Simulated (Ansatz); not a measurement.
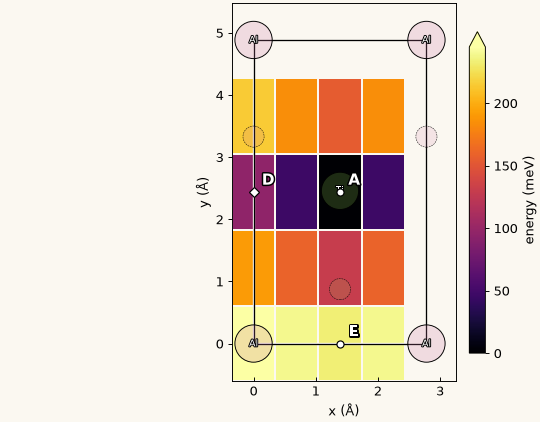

N₂ on a TiAl(101) slab cut from the P4/mmm phase, its upper half relaxed before the scan (12 atoms of substrate and one adsorbate in a 2 × 1 cell). N2 is moved over the surface cell at a fixed height above a rigid substrate; the origin of the map has the adsorbate above Al11; the height is held at 3.00 Å. Places are given modulo a cell vector. The map is drawn in real space over the plane of the surface. Grid: 4 × 4 points; 12 points were computed and 4 follow by symmetry. Places are given in fractions of the 1 × 1 surface cell. Energies are in meV, from the lowest grid point. At a fixed height the lowest place need not be the adsorption site. The calculation used Ansatz, DFT PBE+D3(BJ), scalar-relativistic, plane waves, PAW. Settings: cutoff 420 eV, k-mesh 5×6×1, gaussian smearing 0.1 eV, no spin polarisation.

The picture shows one coloured cell a grid point, labelled circles for the atoms of the top layer and small ones for the second layer, the outline of one cell of the plane, one colour for all values above the top of the scale, lettered points.

Name the site at each letter.

A: the top site over a surface Ti atom; D: a bridge site between two Ti atoms; E: a bridge site between two Al atoms.

Rank the lettered points by energy, lowest first.

A (0 meV), D (95 meV), E (232 meV).

PAW datasets: the set soft_1.
